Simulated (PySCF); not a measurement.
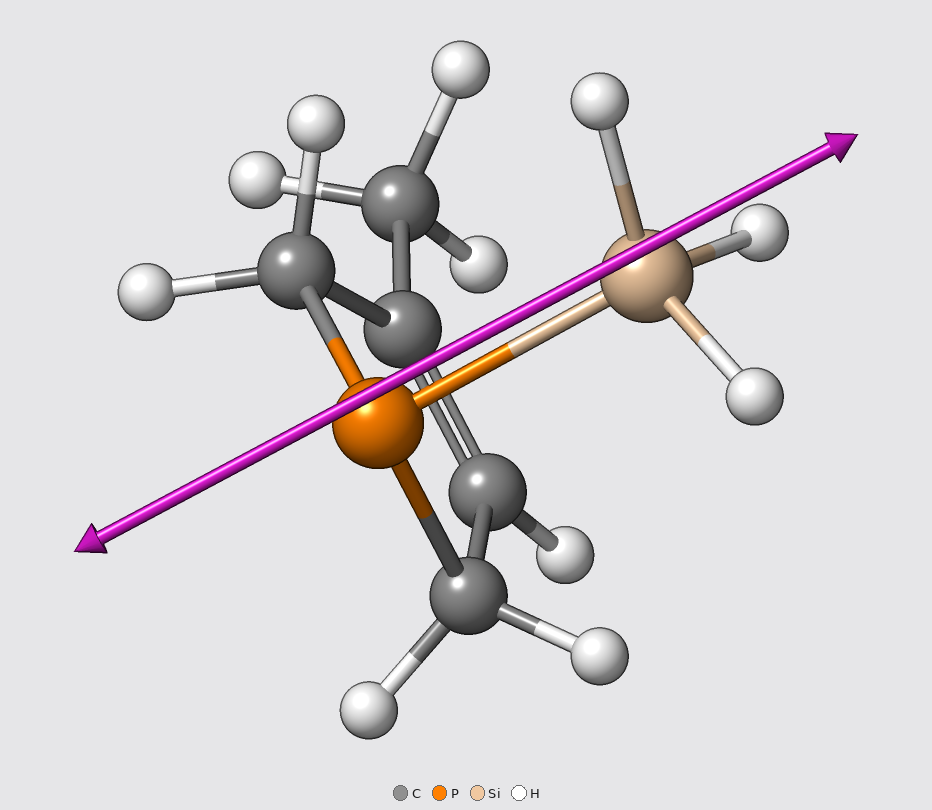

The double arrow shows the direction of the transition dipole to excited singlet state 2 (its length means nothing). Computed geometry: GFN2-xTB optimisation. No frequency run is at hand to confirm it as a minimum. Properties computed with TDDFT CAM-B3LYP/def2-SVPD, vertical, gas phase, core orbitals frozen in the response (PySCF 2.14.0).

Question. Where does the transition lie, and how strong is it?

Answer. 6.08 eV (204 nm), oscillator strength 0.12, mainly HOMO → LUMO (weight 0.67); transition dipole 2.31 D.

The geometry is semi-empirical. Around P, Si such bond lengths and angles can be off by a tenth of an ångström or more and by several degrees, and values that hang on the shape move with them.
